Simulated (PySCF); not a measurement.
# SnSe with other numerical set-ups

The method stays; parts of the set-up, such as the basis or the Hamiltonian, are changed.

Program: PySCF 2.14.0. Level of theory: method and basis as typed in the scripts. These are calculated values, not measurements.

1 further run of the same task is left out (for a known fault of the program).

### Step 1. Starting geometry

SnSe: 2 atoms, charge 0, spin multiplicity 1.

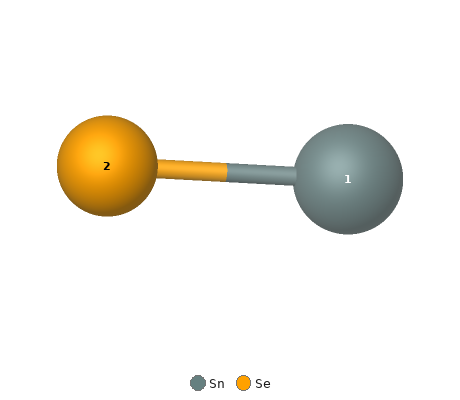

As it starts; tin teal, selenium orange; atoms are numbered from 1 in the order of the file.

### Step 2. Base script

File input.py:

```python
from pyscf import gto, scf

mol = gto.M(
    atom='Sn 0 0 0; Se 0 0 2.588',
    basis='sbkjc',
    ecp={'Sn': 'sbkjc', 'Se': 'sbkjc'},
    charge=0,
    spin=0,
    verbose=4,
)
mf = scf.RHF(mol)
mf.kernel()
mf.dip_moment()
print('orbital energies (hartree):', mf.mo_energy[..., max(0, mol.nelec[1]-3):mol.nelec[0]+3].round(4))
```

On the command line:

```bash
OMP_NUM_THREADS=1 python input.py
```

Its log is not repeated here.

In short: E(SCF) = -12.443560 Eh, 9 cycles, μ = 5.65 D.

The bond length is a typed value, not an optimised one.

### Step 3. Def2-svp

Edit 1 changes basis set: sbkjc → def2-svp. The core potential changes with it: totals don't compare.

input.py, as its differences from that of step 2:

```diff
@@ -4,4 +4,4 @@
     atom='Sn 0 0 0; Se 0 0 2.588',
-    basis='sbkjc',
-    ecp={'Sn': 'sbkjc', 'Se': 'sbkjc'},
+    basis='def2-svp',
+    ecp={'Sn': 'def2-svp'},
     charge=0,
```

On the command line:

```bash
OMP_NUM_THREADS=1 python input.py
```

Log:

```text
PySCF version 2.14.0

[INPUT] verbose = 4
[INPUT] num. atoms = 2
[INPUT] num. electrons = 56
[INPUT] charge = 0
[INPUT] spin (= nelec alpha-beta = 2S) = 0
[INPUT] symmetry False subgroup None
[INPUT] Mole.unit = angstrom
[INPUT] Symbol           X                Y                Z      unit          X                Y                Z       unit  Magmom
[INPUT]  1 Sn     0.000000000000   0.000000000000   0.000000000000 AA    0.000000000000   0.000000000000   0.000000000000 Bohr   0.0
[INPUT]  2 Se     0.000000000000   0.000000000000   2.588000000000 AA    0.000000000000   0.000000000000   4.890611210374 Bohr   0.0

nuclear repulsion = 152.946118148439
number of shells = 22
number of NR pGTOs = 135
number of NR cGTOs = 58
basis = def2-svp
ecp = {'Sn': 'def2-svp'}

******** <class 'pyscf.scf.hf.RHF'> ********
method = RHF
initial guess = minao
damping factor = 0
level_shift factor = 0
DIIS = <class 'pyscf.scf.diis.CDIIS'>
diis_start_cycle = 1
diis_space = 8
diis_damp = 0
SCF conv_tol = 1e-09
SCF conv_tol_grad = None
SCF max_cycles = 50
direct_scf = True
direct_scf_tol = 1e-13
Set gradient conv threshold to 3.16228e-05
Initial guess from minao.
init E= -2588.65249148543
  HOMO = -0.695856076091834  LUMO = -0.542348649584281  gap/eV = 4.17715
cycle= 1 E= -2610.90679590156  delta_E= -22.3  |g|= 2.33  |ddm|= 6.38
  HOMO = -0.0646672630683014  LUMO = 0.0642015402394169  gap/eV = 3.50670
cycle= 2 E= -2611.06347185307  delta_E= -0.157  |g|= 2.34  |ddm|= 6.56
  HOMO = -0.228739135341332  LUMO = -0.00358300897259902  gap/eV = 6.12681
cycle= 3 E= -2612.8859989564  delta_E= -1.82  |g|= 0.313  |ddm|=  4.3
  HOMO = -0.290695636679813  LUMO = -0.0178291457988254  gap/eV = 7.42508
cycle= 4 E= -2612.92236616399  delta_E= -0.0364  |g|= 0.0759  |ddm|= 0.619
  HOMO = -0.304990409174251  LUMO = -0.0147344795839809  gap/eV = 7.89827
cycle= 5 E= -2612.92448739947  delta_E= -0.00212  |g|= 0.0259  |ddm|= 0.132
  HOMO = -0.304284740113202  LUMO = -0.0146653018185677  gap/eV = 7.88095
cycle= 6 E= -2612.92527284237  delta_E= -0.000785  |g|= 0.00853  |ddm|= 0.105
  HOMO = -0.305208470860168  LUMO = -0.0139584787530641  gap/eV = 7.92532
cycle= 7 E= -2612.92543731281  delta_E= -0.000164  |g|= 0.00537  |ddm|= 0.0419
  HOMO = -0.304944266635901  LUMO = -0.0140255094533507  gap/eV = 7.91630
cycle= 8 E= -2612.92548764812  delta_E= -5.03e-05  |g|= 0.00176  |ddm|= 0.028
  HOMO = -0.305047486140084  LUMO = -0.014157111514191  gap/eV = 7.91553
cycle= 9 E= -2612.92549394509  delta_E= -6.3e-06  |g|= 0.000181  |ddm|= 0.0128
  HOMO = -0.305054179302014  LUMO = -0.0141341462197336  gap/eV = 7.91634
cycle= 10 E= -2612.92549398284  delta_E= -3.78e-08  |g|= 4.52e-05  |ddm|= 0.00104
  HOMO = -0.305070217186604  LUMO = -0.0141362585496833  gap/eV = 7.91672
cycle= 11 E= -2612.92549398381  delta_E= -9.75e-10  |g|= 1.45e-05  |ddm|= 0.000108
  HOMO = -0.305064096313756  LUMO = -0.0141371707504876  gap/eV = 7.91652
Extra cycle  E= -2612.92549398387  delta_E= -5.55e-11  |g|= 1.14e-05  |ddm|= 4.57e-05
converged SCF energy = -2612.92549398387
Dipole moment(X, Y, Z, Debye):  0.00000, -0.00000, -5.08584
orbital energies (hartree): [-0.3331 -0.3051 -0.3051 -0.0141 -0.0141  0.0939]
```

It took 0.86 s on 1 thread of Arm Neoverse V2, shared host.

This run: E(SCF) = -2612.925494 Eh, 11 cycles, μ = 5.09 D.

### Step 4. Cartesian functions on

Edit 2 changes Cartesian functions: off → on.

input.py, as its differences from that of step 2:

```diff
@@ -8,2 +8,3 @@
     spin=0,
+    cart=True,
     verbose=4,
```

On the command line:

```bash
OMP_NUM_THREADS=1 python input.py
```

Log:

```text
[... 4 set-up lines left out, the same as in an earlier log ...]
[INPUT] num. electrons = 10
[... 4 set-up lines left out, the same as in an earlier log ...]
[INPUT] Cartesian GTO integrals (6d 10f)
[... 4 set-up lines left out, the same as in an earlier log ...]
nuclear repulsion = 4.90736207962906
number of shells = 8
number of NR pGTOs = 40
number of NR cGTOs = 16
basis = sbkjc
ecp = {'Sn': 'sbkjc', 'Se': 'sbkjc'}
[... 17 set-up lines left out, the same as in an earlier log ...]
init E= -11.8008481139544
  HOMO = -0.185004357032989  LUMO = -0.00930155739140461  gap/eV = 4.78112
cycle= 1 E= -12.3675187770132  delta_E= -0.567  |g|= 0.315  |ddm|= 2.09
  HOMO = -0.242899865367345  LUMO = -0.0581043307562183  gap/eV = 5.02854
cycle= 2 E= -12.3170902866605  delta_E= 0.0504  |g|=  0.5  |ddm|= 1.29
  HOMO = -0.303398928316727  LUMO = -0.0412256372592556  gap/eV = 7.13410
cycle= 3 E= -12.4431834688312  delta_E= -0.126  |g|= 0.0196  |ddm|= 0.646
  HOMO = -0.315250685532217  LUMO = -0.031362616573221  gap/eV = 7.72499
cycle= 4 E= -12.4435059057089  delta_E= -0.000322  |g|= 0.00457  |ddm|= 0.0575
  HOMO = -0.314343078059588  LUMO = -0.0310380060568464  gap/eV = 7.70912
cycle= 5 E= -12.4435407118798  delta_E= -3.48e-05  |g|= 0.00306  |ddm|= 0.0198
  HOMO = -0.314032060993072  LUMO = -0.031462439892584  gap/eV = 7.68911
cycle= 6 E= -12.4435562707007  delta_E= -1.56e-05  |g|= 0.00119  |ddm|= 0.0138
  HOMO = -0.31384418540827  LUMO = -0.031529883515125  gap/eV = 7.68216
cycle= 7 E= -12.4435602031229  delta_E= -3.93e-06  |g|= 0.000117  |ddm|= 0.0113
  HOMO = -0.313879387018246  LUMO = -0.031507713779914  gap/eV = 7.68372
cycle= 8 E= -12.4435602117532  delta_E= -8.63e-09  |g|= 1.11e-05  |ddm|= 0.000345
  HOMO = -0.313883357855358  LUMO = -0.0315042320566474  gap/eV = 7.68393
cycle= 9 E= -12.443560212016  delta_E= -2.63e-10  |g|= 1.08e-06  |ddm|= 9.51e-05
  HOMO = -0.313883570549116  LUMO = -0.031504502236351  gap/eV = 7.68393
Extra cycle  E= -12.4435602120166  delta_E= -6.04e-13  |g|= 1.21e-06  |ddm|= 3.61e-06
converged SCF energy = -12.4435602120166
Dipole moment(X, Y, Z, Debye): -0.00000,  0.00000, -5.65075
orbital energies (hartree): [-0.3371 -0.3139 -0.3139 -0.0315 -0.0315  0.0567]
```

It took 0.53 s on 1 thread of Arm Neoverse V2, shared host.

Outcome: E(SCF) = -12.443560 Eh (no change), 9 cycles, μ = 5.65 D.

### Step 5. Comparison

| run | E(SCF) (hartree) | from base (eV) | cycles | gap (eV) | SCF dipole (D) | functions |
| --- | --- | --- | --- | --- | --- | --- |
| base | -12.443560 | 0 | 9 | 7.68 | 5.65 | 16 |
| def2-svp | -2612.925494 | not comparable | 11 | 7.92 | 5.09 | 58 |
| Cartesian functions on | -12.443560 | 0.0000 | 9 | 7.68 | 5.65 | 16 |

Wall time on 1 thread of Arm Neoverse V2, shared host, start-up included: base 0.55 s; def2-svp 0.86 s; Cartesian functions on 0.53 s.

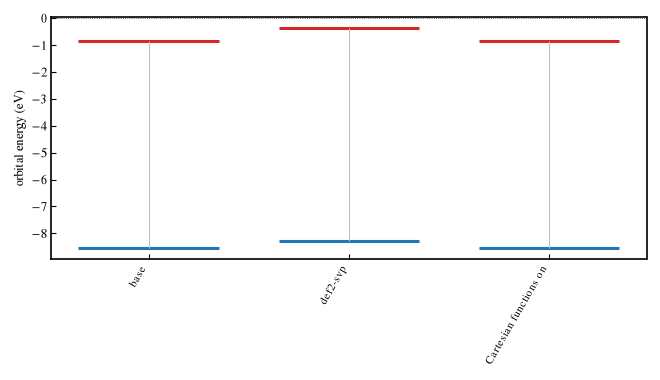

Frontier levels by run: filled blue, empty red.

No change of the SCF energy comes from Cartesian functions on. The basis has no d shells, so the Cartesian switch can't act.
